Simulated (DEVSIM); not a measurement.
Device: illuminated Si n-on-p cell, one wavelength, with a back-surface field, at 300 K.

```
layer (left to right)  material  thickness (μm)  Nd (cm⁻³)  Na (cm⁻³)  τn (s)  τp (s)  absorption coefficient (cm⁻¹)
---------------------  --------  --------------  ---------  ---------  ------  ------  -----------------------------
1                            Si           0.150     4.3e18          -  1.5e-8  3.1e-8                           7800
2                            Si            31.0          -     2.6e15  3.6e-7  3.6e-7                           7800
3                            Si            1.70          -     5.3e18  3.6e-7  3.6e-7                           7800
```

Left contact: ohmic, minority hole recombination velocity 2000 cm/s. Right contact: ohmic, minority electron recombination velocity 20 cm/s. Voltage is applied to the left contact. Recombination: SRH at mid-gap, radiative, Auger. Light enters at the left, 9.1e17 photons cm⁻² s⁻¹, one pass, no reflection. Mobility is constant in doping.

The device is made up for the run: typed textbook-type constants, with dimensions and the other settings drawn at random. Values at 300 K.

| parameter | Si |
|---|---|
| gap (eV) | 1.124 |
| affinity (eV) | 4.05 |
| permittivity | 11.7 |
| Nc (cm⁻³) | 2.86e19 |
| Nv (cm⁻³) | 3.1e19 |
| μn (cm²/Vs) | 1417 |
| μp (cm²/Vs) | 470 |
| B (cm³/s) | 4.7e-15 |
| Cn (cm⁶/s) | 2.8e-31 |
| Cp (cm⁶/s) | 9.9e-32 |

DEVSIM, 1D drift-diffusion, Boltzmann statistics, complete ionisation; no tunnelling, impact ionisation, image-force lowering or self-heating.

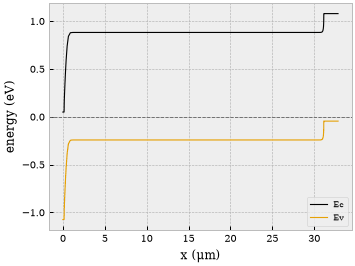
Figure: Band edges at zero bias, in the dark

Energies count from the Fermi level of the right contact; mesh points crowd at the junctions.

```tsv
x (μm)	Ec (eV)	Ev (eV)	n (cm⁻³)	p (cm⁻³)	field (V/cm)
0.000	0.049	-1.075	4.3e18	< 1e2	≈ 0
0.03541	0.049	-1.075	4.3e18	< 1e2	≈ 0
0.09926	0.049	-1.075	4.3e18	< 1e2	≈ 0
0.1423	0.050	-1.074	4.2e18	< 1e2	3400
0.1953	0.236	-0.888	3.2e15	37000	23000
0.3181	0.480	-0.644	2.5e11	4.7e8	17000
0.6583	0.840	-0.284	220000	5.3e14	4100
2.254	0.881	-0.243	45000	2.6e15	≈ 0
6.021	0.881	-0.243	45000	2.6e15	≈ 0
16.86	0.881	-0.243	45000	2.6e15	≈ 0
26.01	0.881	-0.243	45000	2.6e15	≈ 0
29.88	0.881	-0.243	45000	2.6e15	≈ 0
30.71	0.882	-0.242	44000	2.6e15	32
31.01	0.893	-0.231	29000	4.0e15	1500
31.13	0.968	-0.156	1600	7.5e16	23000
31.16	1.078	-0.046	< 1e2	5.3e18	83
31.23	1.078	-0.046	< 1e2	5.3e18	≈ 0
31.41	1.078	-0.046	< 1e2	5.3e18	≈ 0
32.19	1.078	-0.046	< 1e2	5.3e18	≈ 0
32.62	1.078	-0.046	< 1e2	5.3e18	≈ 0
32.78	1.078	-0.046	< 1e2	5.3e18	≈ 0
32.85	1.078	-0.046	< 1e2	5.3e18	≈ 0
```
